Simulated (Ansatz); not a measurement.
Band structure of Hf₃Co (Pm-3m, 4 atoms in the cell).

```xyz
4
Lattice="4.2423 0.0000 0.0000 0.0000 4.2423 0.0000 0.0000 0.0000 4.2423" Properties=species:S:1:pos:R:3 pbc="T T T"
Hf     0.0000     2.1211     2.1211
Hf     2.1211     0.0000     2.1211
Hf     2.1211     2.1211     0.0000
Co     0.0000     0.0000     0.0000
```
Moments meant for the start (each program seeds them in its own way; μB, in the order of the atoms Hf Hf Hf Co): 0.0 0.0 0.0 3.0.

Method: LDA (PW92), PAW files made with PBE (plane waves; Ansatz, an electronic-structure program).

Settings: basis.ecutwfc = 30.9 Ry; kpoints.mp_grid.grid = 6 6 6; hamiltonian.xc = lda; hamiltonian.pseudopotentials = {kind: paw} (the program's default PAW files); magnetization.spin_polarized = true; scf.occupations.method = gaussian; scf.occupations.width = 0.0073 Ry; kpoints.band_path.npoints = 8.

The starting cell comes from a database of computed structures (which also holds hypothetical and non-ambient phases and stackings), without a prior relaxation at this level. Spin-orbit coupling is off. The starting moments vanished: the run ended non-magnetic, which need not be the lowest state. The program warned that a starting moment was not kept.

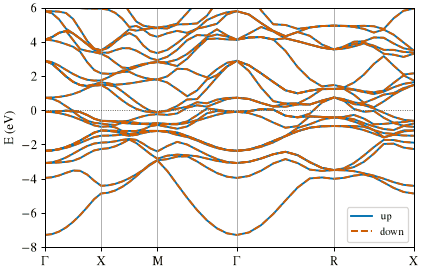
Bands along the path, energies from the Fermi level.

Levels in eV from the Fermi level, bands 44 to 51 of the first spin channel:
| point | 44 | 45 | 46 | 47 | 48 | 49 | 50 | 51 |
|---|---|---|---|---|---|---|---|---|
| Γ | -2.38 | -0.10 | -0.10 | -0.10 | 0.73 | 0.73 | 2.89 | 2.89 |
| X | -1.19 | -0.97 | -0.78 | -0.62 | -0.62 | 1.47 | 1.47 | 1.63 |
| M | -1.21 | -0.87 | -0.85 | -0.75 | -0.24 | -0.12 | -0.12 | 1.80 |
| R | -0.42 | -0.42 | -0.42 | 0.74 | 0.74 | 0.74 | 1.24 | 1.24 |

Bands cross the Fermi level along this path, so the cell is metallic at this level.

The net moment of the cell came out as 0.00 μB.

Keys are those of Ansatz 0.2.
